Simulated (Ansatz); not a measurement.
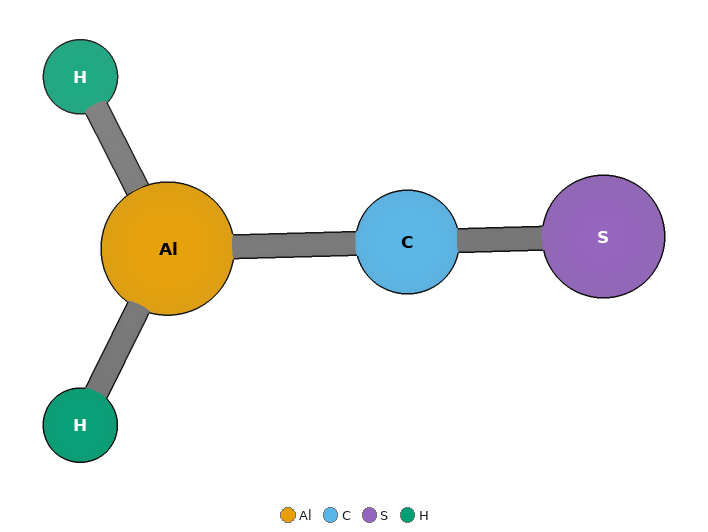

The species is neutral and a spin doublet. The geometry was computed by an optimisation with PBE-D4/def2-SVP. No frequency run is at hand to confirm it as a minimum. Level of theory: UKS PBE-D4/def2-SVP (Ansatz 0.2.0).

### Give the ⟨S²⟩ of the determinant at this level.

0.752.

### Give the dipole moment at this level.

0.54 D.
